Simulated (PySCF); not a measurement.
Vertical excitations of a molecule CH3NO2Si from TDDFT-ωB97X/def2-SVPD (PySCF), as energy in eV (oscillator strength): 7.14 (0.002), 7.55 (0.008), 7.71 (0.001), 8.05 (0.003), 8.23 (0.011), 8.34 (0.016), 8.82 (0.146), 9.14 (0.025), 9.21 (0.340), 9.38 (0.169). Lowest triplet (TDA): 6.74 eV. Geometry optimised at PBE0-D3(BJ)/def2-SVP. The values are those of a single conformer.

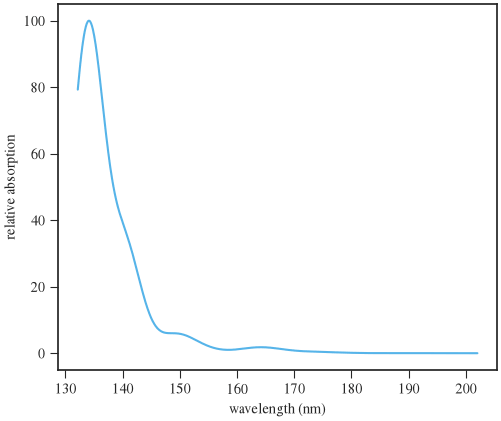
*The lines broadened by 0.4 eV.*

### Question
Pick the molecule that these values belong to.
A) O=C=N[SiH2]O
B) O[Si@H]1N=CO1
C) N#CO[SiH2]O

### Answer
A, O=C=N[SiH2]O
